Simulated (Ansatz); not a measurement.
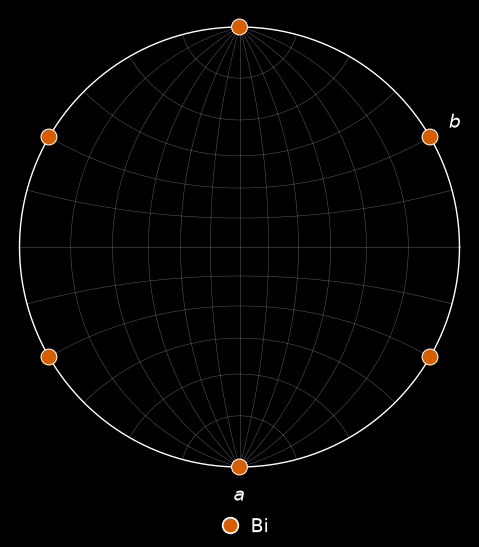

Directions from one bismuth atom at (0, 0, 0) to its bonded neighbours, in stereographic projection down c (filled: above the plane of the page or in it, open: below). Crystal: SiBiC4, the geometry relaxed with DFT PBE, scalar-relativistic, plane waves, PAW (Ansatz 0.2.0); the starting structure was generated, so it need not be a known form of this composition. Symmetry computed with spglib at a tolerance of 0.002 Å; standard conventional cell.

Neighbours are counted up to 2.93 Å for Bi; other elements are left out.

```cif
data_structure
_symmetry_space_group_name_H-M 'P 1'
_symmetry_Int_Tables_number 1
_cell_length_a 2.6665
_cell_length_b 2.6665
_cell_length_c 17.8561
_cell_angle_alpha 90.000
_cell_angle_beta 90.000
_cell_angle_gamma 120.000
_cell_volume 109.95
loop_
_atom_site_label
_atom_site_type_symbol
_atom_site_fract_x
_atom_site_fract_y
_atom_site_fract_z
_atom_site_occupancy
Si1 Si 0.00000 0.00000 0.50000 1
Bi1 Bi 0.00000 0.00000 0.00000 1
C1 C 0.33333 0.66667 0.24368 1
C2 C 0.33333 0.66667 0.75632 1
C3 C 0.66667 0.33333 0.24368 1
C4 C 0.66667 0.33333 0.75632 1
```

How many neighbours are there, and at what angles?

Answer. 6: 6 Bi at 2.67 Å. Angles between bonds: 60° (6×), 120° (6×), 180° (3×).

What is the site's symmetry in the crystal?

Answer. Point group 6/mmm (D6h), order 24: one sixfold axis, six twofold axes, seven mirror planes, an inversion centre. In No. 191, P6/mmm this is Wyckoff position 1a.
